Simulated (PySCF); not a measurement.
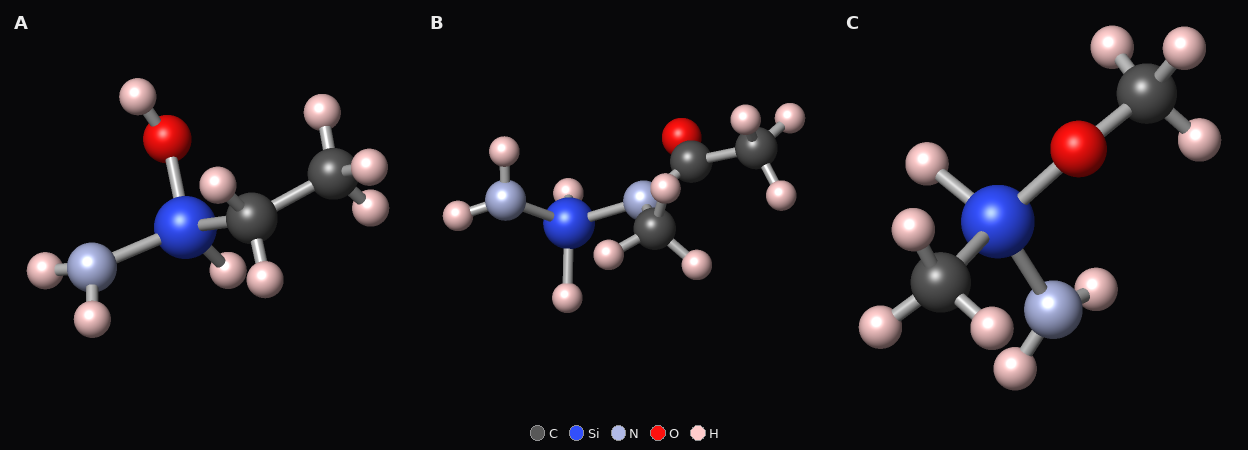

Figure made from data computed with PySCF.

```xyz
17
charge 0, multiplicity 1
C     2.0984    0.7000   -1.0145
C     0.5867    0.6255   -1.0469
O    -0.0601    1.2230   -1.8866
N    -0.0219   -0.1242   -0.0999
C     0.7441   -0.8216    0.9067
Si   -1.7729   -0.3417   -0.1434
N    -2.2453    0.0976    1.4598
H     2.4364    1.1735   -0.0947
H     2.4319    1.2920   -1.8624
H     2.5334   -0.2951   -1.0738
H     1.3710   -1.5994    0.4622
H     1.3827   -0.1324    1.4632
H     0.0524   -1.2875    1.6033
H    -2.3610    0.3830   -1.2532
H    -2.0019   -1.7881   -0.2234
H    -3.1914   -0.1068    1.7374
H    -1.9896    1.0141    1.7959
```

**Which panel shows the molecule in this file?**

B. The file holds C3H10N2OSi, `CC(=O)N(C)[SiH2]N`.
